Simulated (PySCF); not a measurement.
C$_{3}$H$_{9}$NOSi

Input file:

```
{"job": {"kind": "uv", "xc": "wB97X-D", "basis": "def2-SVPD", "nstates": 8, "ntriplets": 3}, "charge": 0, "multiplicity": 1}
N     -3.001402     0.792687     0.160214
C     -1.800730     0.596493     0.454180
C     -1.083024    -0.713079     0.613364
C      0.198208    -0.740136    -0.224348
O      1.089856     0.223108     0.243126
Si     2.527306     0.673118    -0.355024
H     -3.553422    -0.053863     0.014856
H     -1.184642     1.476245     0.614663
H     -0.807042    -0.828314     1.665033
H     -1.727821    -1.546239     0.321691
H      0.660283    -1.734179    -0.158283
H     -0.043145    -0.550769    -1.278413
H      2.397977     1.179839    -1.724772
H      3.460242    -0.458471    -0.380477
H      2.862942     1.691550     0.623724
```

Launched as:

```sh
OMP_NUM_THREADS=1 python probes_run.py task.json out
```

Geometry: GFN2-xTB.

Method: wB97X-D/def2-SVPD, SCF density, gas phase (PySCF).

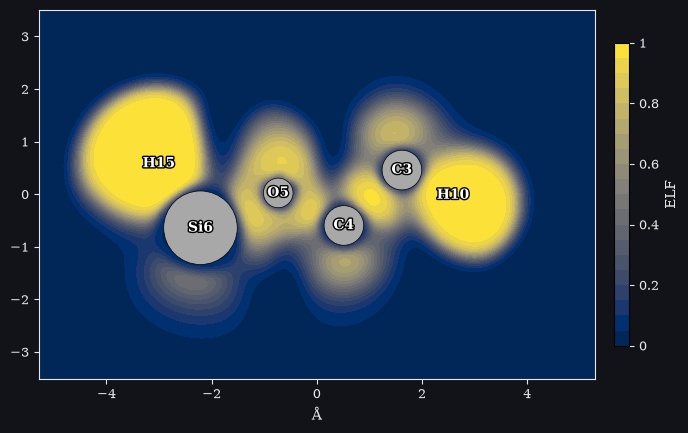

Figure 1. ELF on the plane of atoms O5, Si6 and H15. Grey discs cover the atomic cores.

Question: What does the map show?

Answer: The plane passes through C, O, Si and H nuclei.
C–O (1.39 Å): the ELF peaks at about 0.90 between the atoms, as expected for a polar covalent bond.
C–C (1.53 Å): the ELF peaks at about 0.95 between the atoms (a shared electron pair).
Si–O (1.62 Å): the ELF peaks at about 0.85 between the atoms, as expected for a polar covalent bond.
C–H (1.09 Å): the ELF climbs to about 1 towards the hydrogen, as it does in any bond to H: an ordinary covalent bond to hydrogen.
Si–H (1.45 Å): the ELF climbs to about 1 towards the hydrogen.
The ELF also peaks beside O5, away from the bonds: lone-pair regions.

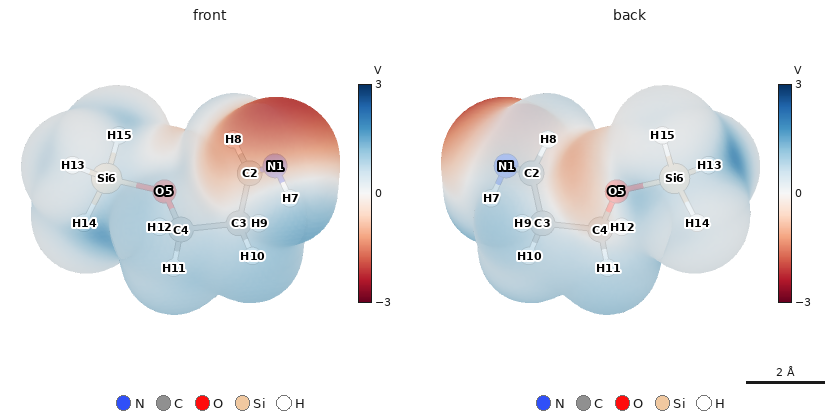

Figure 2. The molecular electrostatic potential painted on the density surface at 0.002 e/bohr³, seen from the front and from behind; the colour scale runs from red (negative) to blue (positive).

Question: Which sites attract a positive test charge, and which a negative one?

Answer: A positive charge is drawn to the negative regions and a negative charge to the positive ones. The most negative region (about −2.1 V) lies over N1, the most positive (about +1.7 V) over Si6. N1 is the likeliest acceptor of a hydrogen bond.

Question: How polar is the molecule by this calculation?

Answer: Its dipole moment is 2.96 D.
